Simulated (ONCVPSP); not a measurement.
# Pseudopotential generation for Os

Osmium (Os, Z = 76), core [Kr] 4d10 4f14, reference valence 5s2 5p6 5d6 6s2, valence charge 16. Computed at this level: ONCV potential, PBE, scalar-relativistic, made with ONCVPSP 4.0.1.

**Output (extracts)**
```
ONCVPSP  (Optimized Norm-Conservinng Vanderbilt PSeudopotential)
scalar-relativistic version 4.0.1

#   n    l    f        energy (Ha)
    1    0    2.00    -2.7150734E+03
    2    0    2.00    -4.7284937E+02
    2    1    6.00    -4.1167993E+02
    3    0    2.00    -1.1003926E+02
    3    1    6.00    -9.2081844E+01
    3    2   10.00    -7.2038625E+01
    4    0    2.00    -2.3222497E+01
    4    1    6.00    -1.7333919E+01
    4    2   10.00    -1.0027450E+01
    4    3   14.00    -1.9101812E+00
    5    0    2.00    -3.3644808E+00
    5    1    6.00    -1.8683286E+00
    5    2    6.00    -2.2987448E-01
    6    0    2.00    -2.2589415E-01

Reference configufation results
  iterations    27
  all-electron total energy (Ha)   -1.72538533D+04

Begin loop to  construct optimized pseudo wave functions
and semi-local pseudopoentials for all angular momenta

   Wellstate for l =  0  n =  7
     eigenvalue =   1.1741
     asymptotic potential =   1.6741
     half-point radius =  3.6084

Calculating optimized projector #   1

 for l=   0

    Fraction of norm inside rc  0.983628
    Optimizing pswf for qcut=   8.60 a_B^-1,  ecut=  36.95 Ha
    Residual kinetic energy error=  4.08D-08 Ha

    Energy error per electron        Cutoff
         Ha          eV             Ha
         0.01000     0.27211       16.18
         0.00100     0.02721       21.74
         0.00010     0.00272       26.15
         0.00001     0.00027       29.85

Calculating optimized projector #   2

 for l=   0

    Fraction of norm inside rc  0.116901
    Optimizing pswf for qcut=   8.60 a_B^-1,  ecut=  36.95 Ha
    Residual kinetic energy error=  3.24D-08 Ha

    Energy error per electron        Cutoff
         Ha          eV             Ha
         0.01000     0.27211       13.28
         0.00100     0.02721       20.34
         0.00010     0.00272       25.48
         0.00001     0.00027       29.62

Calculating optimized projector #   3

 for l=   0

    Fraction of norm inside rc  0.155937
    Optimizing pswf for qcut=   8.60 a_B^-1,  ecut=  36.95 Ha
    Residual kinetic energy error=  1.22D-07 Ha

    Energy error per electron        Cutoff
         Ha          eV             Ha
         0.01000     0.27211       16.26
         0.00100     0.02721       22.65
         0.00010     0.00272       27.63
         0.00001     0.00027       31.51

Calculating optimized projector #   1

 for l=   1

    Fraction of norm inside rc  0.901041
    Optimizing pswf for qcut=   6.40 a_B^-1,  ecut=  20.50 Ha
    Residual kinetic energy error=  3.35D-05 Ha

    Energy error per electron        Cutoff
         Ha          eV             Ha
         0.01000     0.27211        9.98
         0.00100     0.02721       12.39
         0.00010     0.00272       14.65
         0.00001     0.00027       59.18

   Wellstate for l =  2  n =  7
     eigenvalue =   1.6701
     asymptotic potential =   2.1701
     half-point radius =  4.3891

   Wellstate for l =  2  n =  7
     eigenvalue =   3.5701
     asymptotic potential =   4.0701
     half-point radius =  2.9815

Calculating optimized projector #   1

 for l=   2

    Fraction of norm inside rc  0.377039
    Optimizing pswf for qcut=   6.00 a_B^-1,  ecut=  17.98 Ha
    Residual kinetic energy error=  2.75D-04 Ha

    Energy error per electron        Cutoff
         Ha          eV             Ha
         0.01000     0.27211       12.69
         0.00100     0.02721       16.11
         0.00010     0.00272       20.49
         0.00001     0.00027       47.92

Calculating optimized projector #   2

 for l=   2

    Fraction of norm inside rc  0.079039
    Optimizing pswf for qcut=   6.00 a_B^-1,  ecut=  17.98 Ha
    Residual kinetic energy error=  2.82D-04 Ha

    Energy error per electron        Cutoff
         Ha          eV             Ha
         0.01000     0.27211       12.29
         0.00100     0.02721       16.06
         0.00010     0.00272       19.63
         0.00001     0.00027       31.43

Calculating optimized projector #   3

 for l=   2

    Fraction of norm inside rc  0.089962
    Optimizing pswf for qcut=   6.00 a_B^-1,  ecut=  17.98 Ha
    Residual kinetic energy error=  1.46D-03 Ha

    Energy error per electron        Cutoff
         Ha          eV             Ha
         0.01000     0.27211       14.53
         0.00100     0.02721       18.52
         0.00010     0.00272       23.72
         0.00001     0.00027      129.13

Construct Vanderbilt / Kleinmman-Bylander projectors

B matrix Hermiticity error, ll=   0
   1   2    4.7667E-04
   1   3   -7.7681E-04
   2   3    9.0311E-05

  Orthonormal projector coefficients  1.7019E+01  3.5960E+00  5.1458E-01

B matrix Hermiticity error, ll=   2
   1   2   -1.8665E-04
   1   3   -4.6700E-04
   2   3   -1.4043E-04

  Orthonormal projector coefficients  8.4985E+00  3.9506E+00  6.9423E-01

Pseudoatom total energy  -91.855677

Diagnostic tests using Vanderbilt-Kleinman-Bylander pseudopotentials
  1 or more projectors used as specified by nproj input data

   l    rcore       rmatch      e in        delta e   norm test  slope test

   0   1.8566069   1.9129775  -3.3644808   0.0000037   1.0002623   1.0002388
   0   1.8566069   1.9129775  -0.2258941   0.0000021   1.0000357   1.0000273
   0   1.8566069   1.9129775   1.1741059   0.0000218   1.0002365   1.0002365

   1   1.7074509   1.7592928  -1.8683286  -0.0000028   0.9999956   1.0000008

   2   1.4527897   1.4968995  -0.2298745   0.0000070   1.0000848   1.0001016
   2   1.4527897   1.4968995   1.6701255   0.0000202   1.0003696   1.0003696
   2   1.4527897   1.4968995   3.5701255   0.0000545   1.0004785   1.0004785

 Testing for bound ghosts
   n   l    E NL Schr. Eq   E Basis Diag.   E Cutoff

   1   0       -3.364477       -3.364474     77.06
   2   0       -0.225892       -0.204284     77.06

   2   1       -1.868331       -1.868327     76.81

   3   2       -0.229868       -0.215672    162.75

 Testing for highly-localized positive-energy ghosts
       l    <radius>/rc     E Basis Diag.   E Cutoff

       0        0.299789       11.562538     77.06  WARNING - GHOST(+)

Test configuration 0

   n   l     f        eae           eps        diff
   1   0  2.0000-2715.07338289
   2   0  2.0000 -472.84936549
   2   1  6.0000 -411.67992553
   3   0  2.0000 -110.03926245
   3   1  6.0000  -92.08184394
   3   2 10.0000  -72.03862519
   4   0  2.0000  -23.22249729
   4   1  6.0000  -17.33391857
   4   2 10.0000  -10.02745036
   4   3 14.0000   -1.91018119
   5   0  2.0000   -3.36448080   -3.36447711    3.69D-06
   5   1  6.0000   -1.86832863   -1.86833147   -2.84D-06
   5   2  6.0000   -0.22987448   -0.22986751    6.96D-06
   6   0  2.0000   -0.22589415   -0.22589200    2.15D-06

    Total energies and differences
      AE_ref= -1.72538533D+04  AE_tst= -1.72538533D+04  dif=  0.00D+00
      PS_ref= -9.18556770D+01  PS_tst= -9.18556770D+01  dif=  9.52D-13
      PSP excitation error= -9.52D-13

Test configuration 1

   n   l     f        eae           eps        diff
   1   0  2.0000-2715.37036965
   2   0  2.0000 -473.14411200
   2   1  6.0000 -411.97472877
   3   0  2.0000 -110.33436812
   3   1  6.0000  -92.37695357
   3   2 10.0000  -72.33356469
   4   0  2.0000  -23.51781572
   4   1  6.0000  -17.62919982
   4   2 10.0000  -10.32261326
   4   3 14.0000   -2.20533468
   5   0  2.0000   -3.66027807   -3.66102840   -7.50D-04
   5   1  6.0000   -2.16520566   -2.16549666   -2.91D-04
   5   2  6.0000   -0.51959560   -0.51950467    9.09D-05
   6   0  1.0000   -0.48294298   -0.48295438   -1.14D-05

    Total energies and differences
      AE_ref= -1.72538533D+04  AE_tst= -1.72535014D+04  dif=  3.52D-01
      PS_ref= -9.18556770D+01  PS_tst= -9.15035834D+01  dif=  3.52D-01
      PSP excitation error= -1.36D-04

Test configuration 2

   n   l     f        eae           eps        diff
   1   0  2.0000-2715.70820885
   2   0  2.0000 -473.47894437
   2   1  6.0000 -412.30964734
   3   0  2.0000 -110.66934890
   3   1  6.0000  -92.71194032
   3   2 10.0000  -72.66837248
   4   0  2.0000  -23.85293710
   4   1  6.0000  -17.96426499
   4   2 10.0000  -10.65750964
   4   3 14.0000   -2.54008427
   5   0  2.0000   -3.99490762   -3.99671580   -1.81D-03
   5   1  6.0000   -2.50006319   -2.50077629   -7.13D-04
   5   2  6.0000   -0.84242710   -0.84217759    2.50D-04

    Total energies and differences
      AE_ref= -1.72538533D+04  AE_tst= -1.72528797D+04  dif=  9.74D-01
      PS_ref= -9.18556770D+01  PS_tst= -9.08817698D+01  dif=  9.74D-01
      PSP excitation error= -3.41D-04

Test configuration 3

   n   l     f        eae           eps        diff
   1   0  2.0000-2716.21560750
   2   0  2.0000 -473.98818263
   2   1  6.0000 -412.81890238
   3   0  2.0000 -111.17600786
   3   1  6.0000  -93.21860051
   3   2 10.0000  -73.17551167
   4   0  2.0000  -24.35850478
   4   1  6.0000  -18.46982775
   4   2 10.0000  -11.16310435
   4   3 14.0000   -3.04472012
   5   0  2.0000   -4.49186805   -4.49384635   -1.98D-03
   5   1  6.0000   -2.98701657   -2.98809278   -1.08D-03
   5   2  5.0000   -1.28566109   -1.28548221    1.79D-04

    Total energies and differences
      AE_ref= -1.72538533D+04  AE_tst= -1.72518196D+04  dif=  2.03D+00
      PS_ref= -9.18556770D+01  PS_tst= -8.98217069D+01  dif=  2.03D+00
      PSP excitation error= -2.99D-04

Test configuration 4

   n   l     f        eae           eps        diff
   1   0  2.0000-2715.62039604
   2   0  2.0000 -473.37695339
   2   1  6.0000 -412.20916748
   3   0  2.0000 -110.55881590
   3   1  6.0000  -92.60160020
   3   2 10.0000  -72.55816672
   4   0  2.0000  -23.74144675
   4   1  6.0000  -17.85299044
   4   2 10.0000  -10.54585557
   4   3 14.0000   -2.42413748
   5   0  2.0000   -3.84770751   -3.85829531   -1.06D-02
   5   1  5.0000   -2.33250679   -2.33847596   -5.97D-03
   5   2  6.0000   -0.63209759   -0.63227956   -1.82D-04
   6   0  2.0000   -0.53058691   -0.53097082   -3.84D-04

    Total energies and differences
      AE_ref= -1.72538533D+04  AE_tst= -1.72517616D+04  dif=  2.09D+00
      PS_ref= -9.18556770D+01  PS_tst= -8.97589486D+01  dif=  2.10D+00
      PSP excitation error= -5.07D-03
```

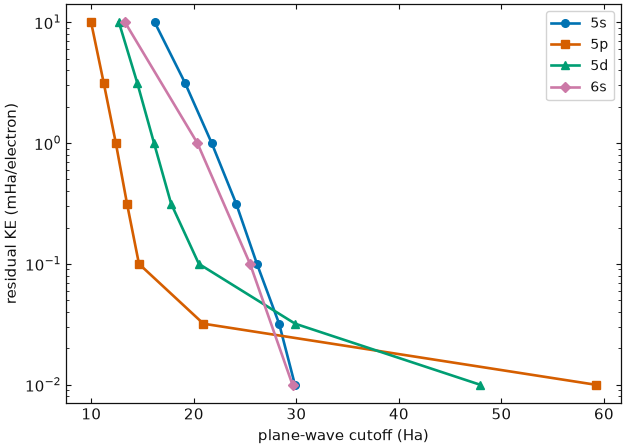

**Figure 1.** Residual kinetic energy of the pseudo-waves (the first of each channel, and further valence shells) beyond the plane-wave cutoff, as the generator prints it.

- Cutoffs for the occupied states: 22 Ha for 1 mHa and 26 Ha for 0.1 mHa per electron. The first is set by 5s.
- Cutoffs for 1 mHa per electron: 5s: 22 Ha; 6s: 20 Ha; 5d: 16 Ha; 5p: 12 Ha.

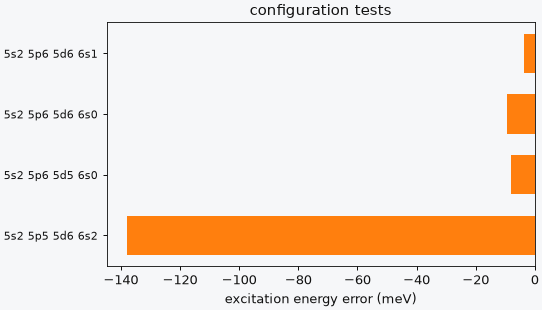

**Figure 2.** Errors, all-electron minus pseudo, of the energies of valence configurations relative to the unpolarised reference 5s2 5p6 5d6 6s2.

- Worst configuration: 5s2 5p5 5d6 6s2 (charge +1): the error is -138 meV on an all-electron energy of +56.92 eV relative to the reference, or 0.24 %.
- Configurations within 10 meV and within 50 meV: 3 and 3 of 4.

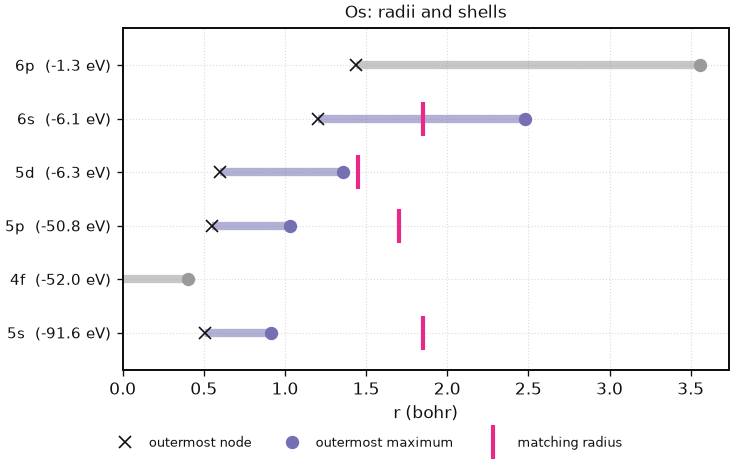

**Figure 3.** Outer shells of the all-electron reference atom: each bar runs from the outermost node (or the nucleus) to the outermost maximum of u(r); the tick is the radius chosen for the pseudo-wave. Shells without a tick have no pseudo-wave of their own. Levels, nodes and maxima are from ld1.x, scalar-relativistic.

- Radii against the shells: 5s: 1.85 bohr, outside the maximum; 5p: 1.70 bohr, outside the maximum; 5d: 1.45 bohr, outside the maximum; 6s: 1.85 bohr, between node and maximum.

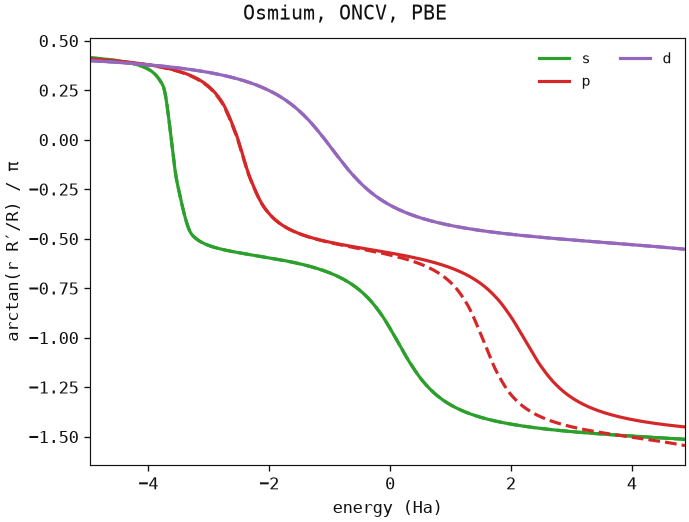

**Figure 4.** Unwrapped phase arctan(r R′/R) in units of π against energy, all-electron (solid) and pseudo (dashed); the pseudo phase is matched to the all-electron one at the reference energy. Here R(r) is the radial function. Not drawn: f: not judged.

- Range over which the phases agree within 0.05 rad: s: over the whole range drawn; p: up to about 0.2 Ha; d: over the whole range drawn.
- Poles, where the radial function vanishes at the test radius: s: all-electron at -3.2 and 4.2 Ha, pseudo at -3.2 and 4.2 Ha; p: all-electron at -1.2 Ha, pseudo at -1.3 and 3.9 Ha; d: all-electron at 2.8 Ha, pseudo at 2.8 Ha.

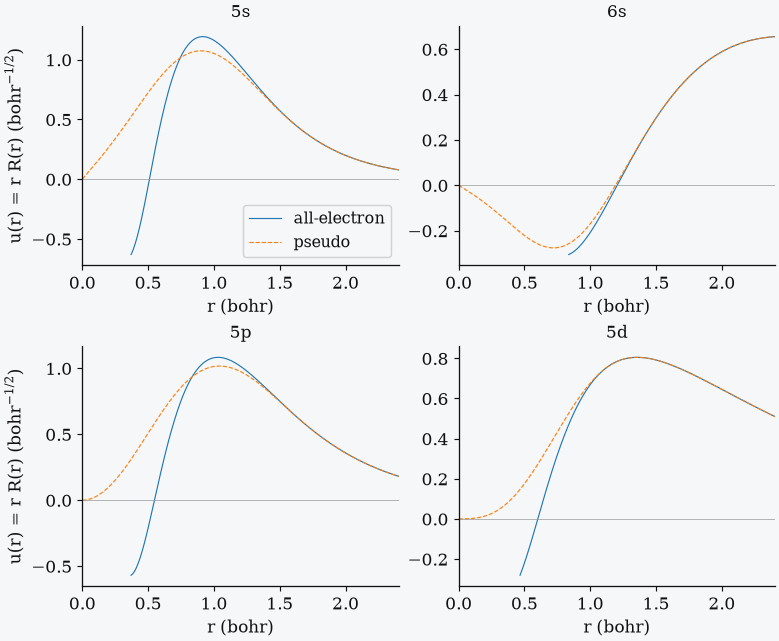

**Figure 5.** Pseudo-waves (dashed) against the all-electron radial functions (solid). The innermost oscillations of some all-electron curves aren't drawn. Reference configuration 5s2 5p6 5d6 6s2.

- Matching radii: 5s at 1.85 bohr; 6s at 1.85 bohr; 5p at 1.70 bohr; 5d at 1.45 bohr. The curves merge smoothly, so the plot gives these only roughly.
- Nodes of the pseudo-waves: 5s has no node; 6s has a node at about 1.2 bohr; 5p has no node; 5d has no node. A node in 6s is expected, since a lower shell of the same l is also in the valence and the two must stay orthogonal.

**Input file**
```
# ATOM AND REFERENCE CONFIGURATION
# atsym  z   nc   nv     iexc    psfile
  Os 76.00   10    4        4      upf
#
#   n    l    f
    1    0    2.00
    2    0    2.00
    2    1    6.00
    3    0    2.00
    3    1    6.00
    3    2   10.00
    4    0    2.00
    4    1    6.00
    4    2   10.00
    4    3   14.00
    5    0    2.00
    5    1    6.00
    5    2    6.00
    6    0    2.00
#
# PSEUDOPOTENTIAL AND OPTIMIZATION
# lmax
    2
#
#   l,   rc,      ep,       ncon, nbas, qcut
    0    1.85    0.00    4    7    8.60
    1    1.70    0.00    4    8    6.40
    2    1.45    0.00    3    7    6.00
#
# LOCAL POTENTIAL
# lloc, lpopt,  rc(5),   dvloc0
    4    5    1.10    3.00
#
# VANDERBILT-KLEINMAN-BYLANDER PROJECTORs
# l, nproj, debl
    0    3    1.40
    1    1    1.10
    2    3    1.90
#
# MODEL CORE CHARGE
# icmod, fcfact, rcfact
    0    0.00    0.00
#
# LOG DERIVATIVE ANALYSIS
# epsh1, epsh2, depsh
   -5.00    5.00    0.04
#
# OUTPUT GRID
# rlmax, drl
    6.00    0.01
#
# TEST CONFIGURATIONS
# ncnf
    4
# nvcnf
#   n    l    f
    4
    5    0    2.00
    5    1    6.00
    5    2    6.00
    6    0    1.00
#
    4
    5    0    2.00
    5    1    6.00
    5    2    6.00
    6    0    0.00
#
    4
    5    0    2.00
    5    1    6.00
    5    2    5.00
    6    0    0.00
#
    4
    5    0    2.00
    5    1    5.00
    5    2    6.00
    6    0    2.00
#
```

Launched with:
```bash
oncvpsp.x < Os.dat > Os.out
```

**Key numbers**

- outcome: generated
- cutoffs needed: 22 Ha and 26 Ha (the cutoffs at which the residual kinetic energy of the hardest occupied pseudo-wave falls to 1 and 0.1 mHa per electron)
- ghost test: no bound ghost flagged; no localised positive-energy state flagged (flags above 300 eV left out)
- largest excitation error: -138 meV (all-electron minus pseudo) for 5s2 5p5 5d6 6s2, out of 4 test configurations
- range over which the phases arctan(r R′/R) at the test radius agree within 0.05 rad (a looser test near the poles than one of phase shifts): s: over the whole range computed; p: up to about 0.2 Ha; d: over the whole range computed; f: not judged, local potential alone
- hardware: 1 CPU thread, shared host
- wall time: 3.5 s
